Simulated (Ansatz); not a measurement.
Formation energy of the bound charge states of N interstitial in wurtzite GaN (start: void with 3N nearest; 96-site cell, 2×2×2 shifted sampling) against the Fermi level, Ga-rich (Δμ(N) = -0.88 eV; only phases computed here count, gases as isolated molecules at 0 K). The numbers are results of PBE, PAW (plane waves to 420 eV; Ansatz, a program for electronic structure), not measurements.

Details: 96-site cell; 2×2×2 shifted k-points; host gap 1.71 eV; charged states image-corrected; not converged in cell size; flagged in the runs: a host whose relaxation on this sampling wasn't shown to rest.

Left out: charge +2 (level within 0.1 eV of a band edge or past it); charge −1 (level within 0.1 eV of a band edge or past it); charge −2 (carrier in host band states).

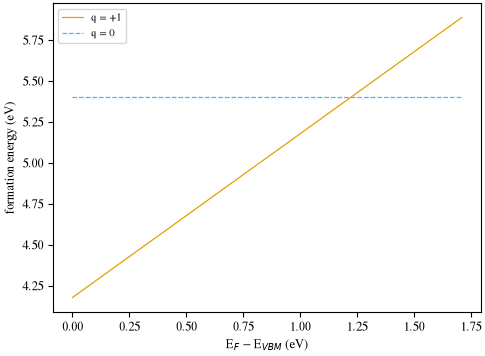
Figure: Formation energy of each charge state against the Fermi level

Crossings of the lowest lines: (+1/0) at 1.22 eV. At the valence-band maximum: q = +1: 4.18 eV; q = 0: 5.40 eV.
